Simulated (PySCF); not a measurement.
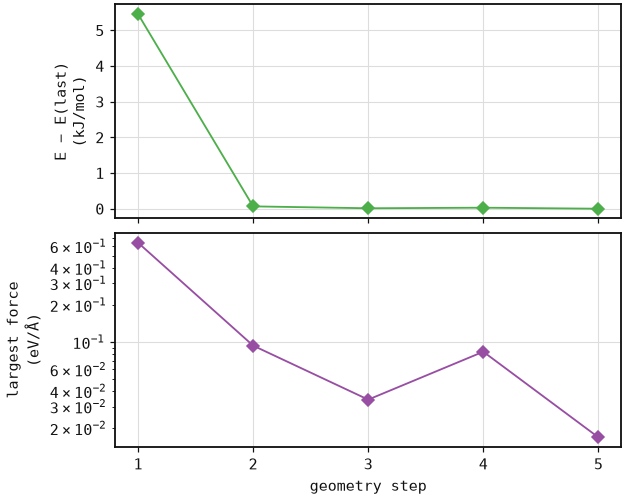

History of a geometry optimisation.

- system: C₆H₉BS (SMILES CB(C)c1cccs1)
- method: PySCF 2.14.0, density fitting, PBE0-D3(BJ)/def2-SVP, geometry optimisation

Q: How did it end, and what did it gain?

A: The optimisation met its thresholds at geometry 5, counting the start as the first. The energy fell by about 5.5 kJ/mol from the first step to the last. The largest force goes from about 0.64 eV/Å at the start to 0.017 eV/Å at the end.
